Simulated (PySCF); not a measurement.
## A study: C4H4, triplet, SMILES `[CH]1C=C[CH]1`

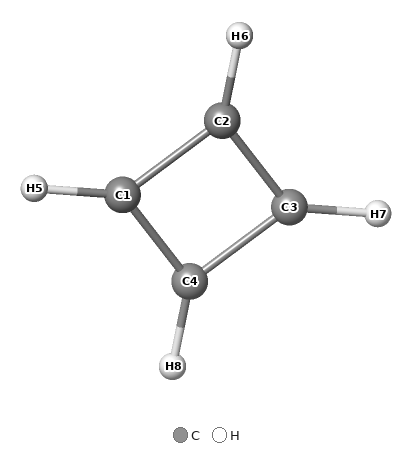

The molecule, with its atoms numbered as below. No frequency check shows the geometry to be a minimum.

Cartesian coordinates (Å):

```
C1       0.1936    0.9928    0.0000
C2       0.9928   -0.1936    0.0000
C3      -0.1936   -0.9928    0.0000
C4      -0.9928    0.1936    0.0000
H5       0.3985    2.0435    0.0000
H6       2.0435   -0.3985    0.0000
H7      -0.3985   -2.0435    0.0000
H8      -2.0435    0.3985    0.0000
```

### 1. Bonding charge

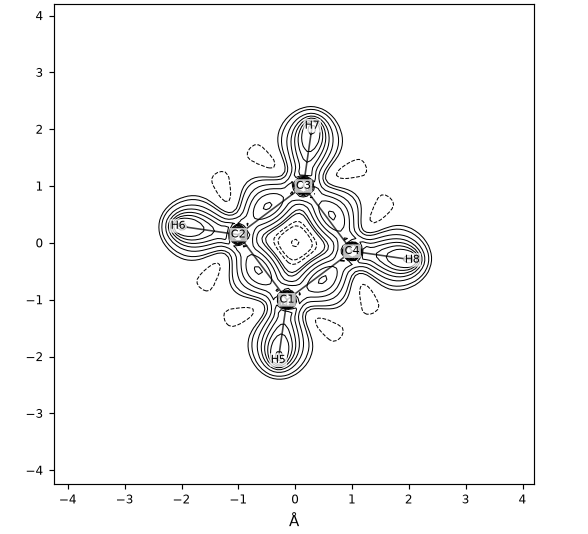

Deformation density (molecule less spherical, spin-averaged free atoms) in the molecular plane; contours at ±0.05 to ±0.8 e/Å³; solid lines: gain, dashed lines: loss.

PySCF calculation, PBE/6-31G*, gas phase; geometry: GFN2-xTB. This is a single-reference result, which may miss multireference character in this system. The stability of the open-shell solution wasn't checked. GFN2-xTB doesn't know the spin state, so this open-shell geometry is rough.

**How much density has each bond in this plane gained at its critical point, relative to the free atoms?**

C1–H5, C2–H6, C3–H7 and C4–H8: +0.65 e/Å³ at the bond critical point (bond length 1.07 Å, Mayer order 0.9). C1–C2, C2–C3, C1–C4 and C3–C4: +0.50 e/Å³ at the bond critical point (bond length 1.43 Å, Mayer order 1.2). In all, 1.5 electrons gather in the regions of gain relative to the promolecule.

**Where do the Hirshfeld charges lie?**

The highest Hirshfeld charge is on H5, H6, H7 and H8 (+0.05 e), the lowest on C1, C2, C3 and C4 (−0.05 e).

### 2. Bond critical points

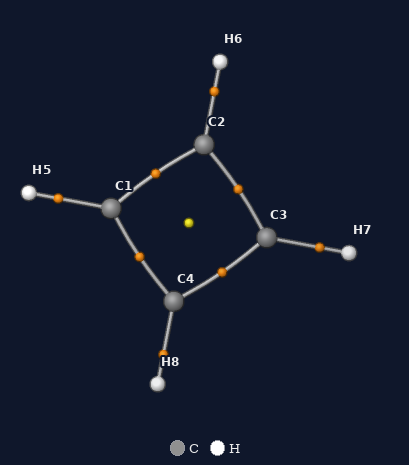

Molecular graph of the electron density (QTAIM): bond paths, bond critical points (orange), ring points (yellow, if any); weak paths are dashed.

**How many critical points of each kind are there, and does the count close?**

8 nuclei, 8 bond, 1 ring and 0 cage critical points: 8 − 8 + 1 − 0 = 1, as the Poincaré–Hopf relation requires.

**Give the properties at the bond critical points.**

```
           bond  length (Å)  ρ (a.u.)  ∇²ρ (a.u.)     ε  H (a.u.)
C1–C2 (4 alike)       1.431     0.287       −0.70  0.17    −0.268
C1–H5 (4 alike)       1.070     0.281       −1.01  0.02    −0.289
```

**What kind of interaction is C1–C2?**

Shared-shell (covalent): ρ = 0.287, ∇²ρ = −0.70, H = −0.268 a.u. Its ellipticity of 0.17 shows that the density isn't cylindrical about the bond.

### 3. Electrostatic potential

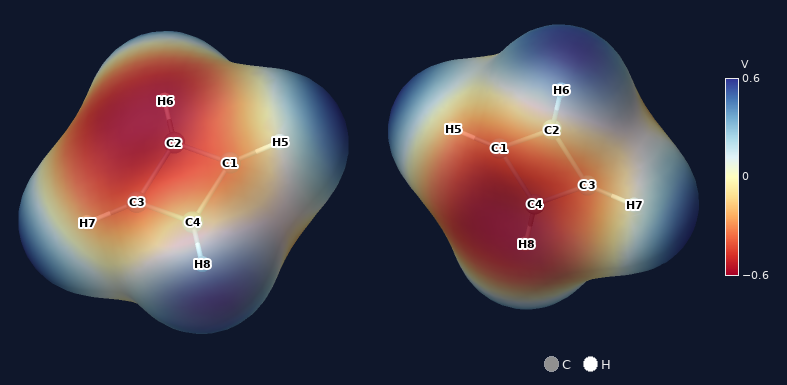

Electrostatic potential on the surface of electron density 0.001 a.u. (back view left, front view right).

**Where are the extremes of the potential on the surface?**

Highest: 0.59 V, 1.3 Å from H8, and at like points elsewhere. Lowest: −0.60 V, over the middle of C1, C2, C3 and C4, about 2.1 Å from them, and at like points elsewhere. The surface is sampled at points, so like sites can differ by a few per cent and only the strongest of them is named.

### 4. Spin density

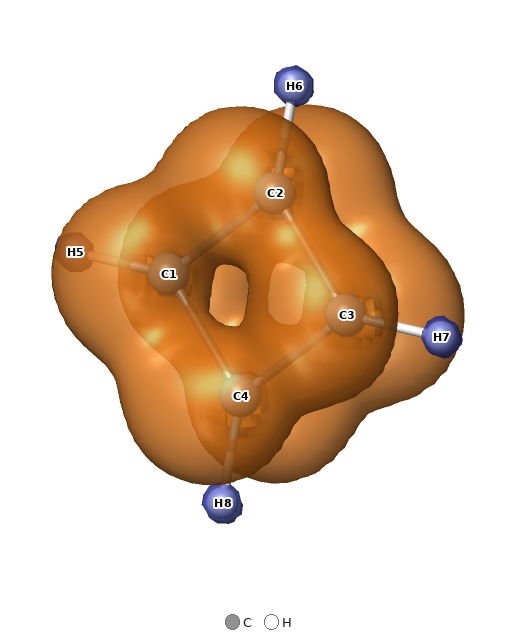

Spin density ρα − ρβ at ±0.03 e/Å³ (orange: excess α, blue: excess β).

**Give the atomic spin populations that go with this picture.**

Hirshfeld spin populations: C1, C2, C3 and C4 +0.47. ⟨S²⟩ = 2.00, as for a pure state.

### 5. In an electric field

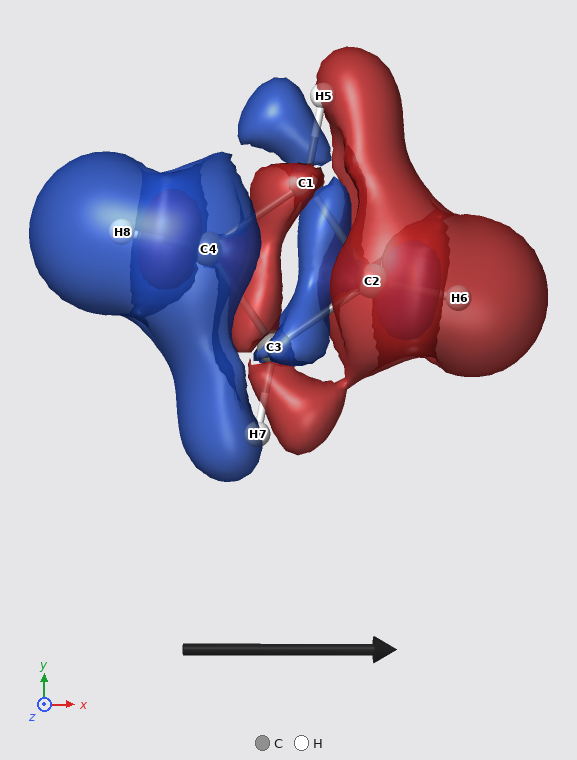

Change of the electron density in a uniform field of 0.41 V/Å along +x (arrow), surfaces at ±0.002 e/Å³ (blue: gain, red: loss).

Level of theory: PBE/def2-SVPD (PySCF), at a geometry from GFN2-xTB. This is a single-reference result, which may miss multireference character in this system. The stability of the open-shell solution wasn't checked. GFN2-xTB doesn't know the spin state, so this open-shell geometry is rough.

**What dipole is induced, and what polarisability does it imply?**

The induced dipole is 1.05 D (along the field); α along this axis, from the fields in both directions, is 52 bohr³ (7.7 Å³).

**Which atoms gain and lose the most charge?**

Electrons gather most on C4 (Hirshfeld charge changes by −0.024 e) and leave C2 most (+0.024 e); 0.088 electrons are displaced in all.
